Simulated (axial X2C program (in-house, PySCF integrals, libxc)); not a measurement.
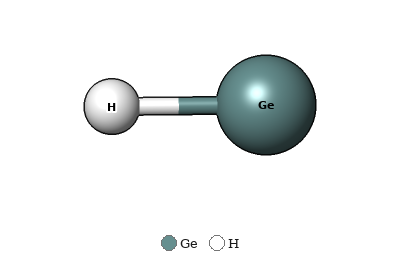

Figure 1. The molecule at the reference distance of 1.628 Å.

**Relativistic diatomic calculation, with input and output: GeH⁻**

- system: GeH⁻, single determinant with M_S = 1 and |Λ| = 0.
- method: M06, spin-free X2C-1e, Ge dyall-av3z, H dyall-av3z (cores contracted) (axial X2C program (in-house, PySCF integrals, libxc))

## The input
```
{"zs": [32, 1], "q": -1, "bas": ["dyall-av3z", "dyall-av3z"], "levels": ["PBE0", "HF", "M06", "B97-3"], "cc": false, "r0": 1.53, "npts": 10, "nst": 2, "ntry": 6, "opt": {"nrad": 45, "nth": 14}}
```

The line is the task of a batch: nuclear charges, charge, bases, the levels to run, a first guess of the distance and further settings. This report covers M06 without spin-orbit coupling. The log is that of the reference distance 1.628 Å.

Hardware: 1 thread of Arm Neoverse N1, 98 GiB of memory available, shared host.

Launched within a batch (the task file carries these settings):
```bash
python <driver script> task.json out
```

## Log
```
spin-free X2C-1e  M06
basis functions 120  fitting functions 684  grid points 1062
iter        total energy     max residual
   1      -2099.434111249     1.49e-01
   2      -2099.438582055     5.46e-03
   3      -2099.438797254     1.04e-02
   4      -2099.438880242     2.25e-03
   5      -2099.438885423     1.31e-03
   6      -2099.438890420     3.74e-04
   7      -2099.438890618     7.12e-05
   8      -2099.438890672     5.57e-05
   9      -2099.438890680     1.84e-05
converged
one-electron -2951.81716549  Coulomb 922.69849963  exact exchange -21.32338142  xc functional -59.39836106  nuclear repulsion 10.40151766
```

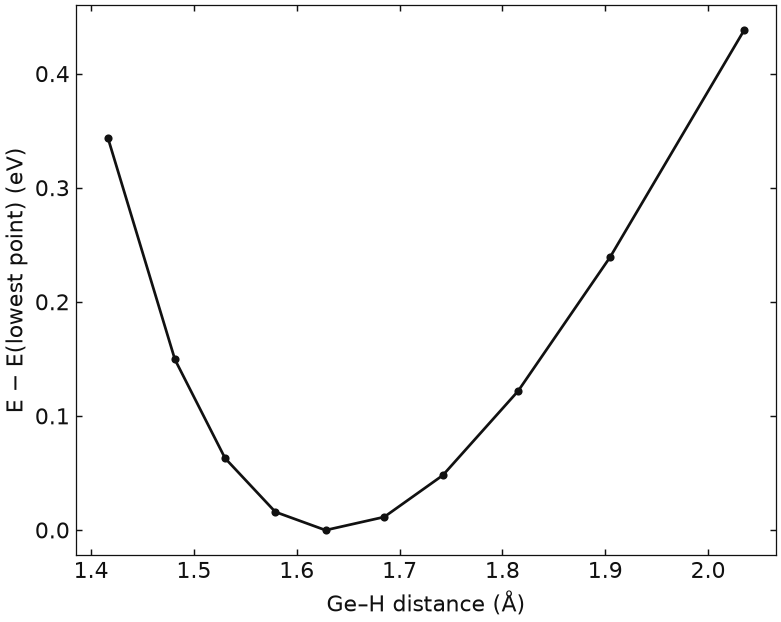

Figure 2. Energy at 10 bond lengths, for one set of occupations held fixed; the line joins the points. A polynomial of degree 6 through 9 points gives rₑ = 1.634 Å, ωₑ = 1638 cm⁻¹, ωₑxₑ = 29 cm⁻¹ and Bₑ = 6.350 cm⁻¹. The minimum lies 2.95 eV below Ge⁻ + H, each computed as one determinant at the same level.

## What the run reported

```tsv
quantity	value
outcome	converged; a filled level lies above zero
bond length rₑ	1.634 Å
ωₑ	1638 cm⁻¹
energy at the minimum	−2099.43890 hartree
depth below the fragments	2.95 eV
largest ⟨S²⟩ along the curve	2.00
wall time	5.6 s
peak memory	0.21 GiB
```

## What is odd here

This input holds a deliberate oddity: coarse grid (nrad = 45.0) (nth = 14.0). The program ran to the end. Its numbers are those of the input as typed; this run alone doesn't show how far the oddity moves them. The highest filled level (M06, up to 0.83 eV) lies above zero. That is common for anions, where the functional's self-interaction leaves the outer electrons unbound; only the finite basis holds them, so such levels depend on it.
